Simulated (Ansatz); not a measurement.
Structure of Y:

```
CELL_PARAMETERS angstrom
3.66668 0.00000 0.00000
-1.83334 3.17544 0.00000
0.00000 0.00000 5.66666
ATOMIC_POSITIONS crystal
Y 0.33333 0.66667 0.75000
Y 0.66667 0.33333 0.25000
```

Basis of the simulation: the geometry relaxed at fixed volume with DFT r2SCAN, scalar-relativistic, plane waves, PAW (Ansatz).

> Predict the first 3 clear peaks of the neutron G(r) with σ = 0.15 Å, and name the atom pairs.

1. 3.60 Å: Y–Y at 3.54–3.67 Å
2. 5.09 Å: Y–Y at 5.09 Å
3. 5.67 Å: Y–Y at 5.67 Å

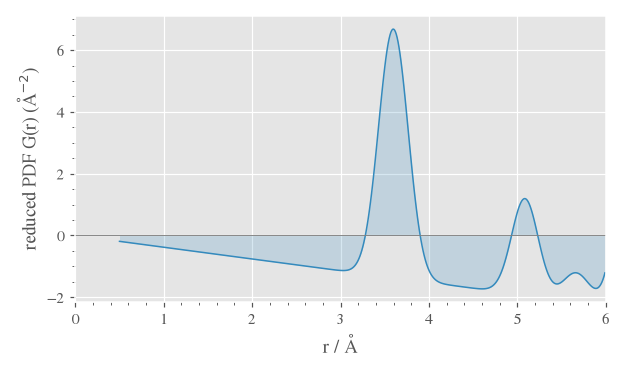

Computed neutron G(r), with each pair weighted by the product of the tabulated coherent neutron scattering lengths (natural isotope mix where the element has one) and a uniform peak width σ = 0.15 Å, damped by exp(−(Q_damp r)²/2) with Q_damp = 0.020 Å⁻¹. No termination ripples are included.
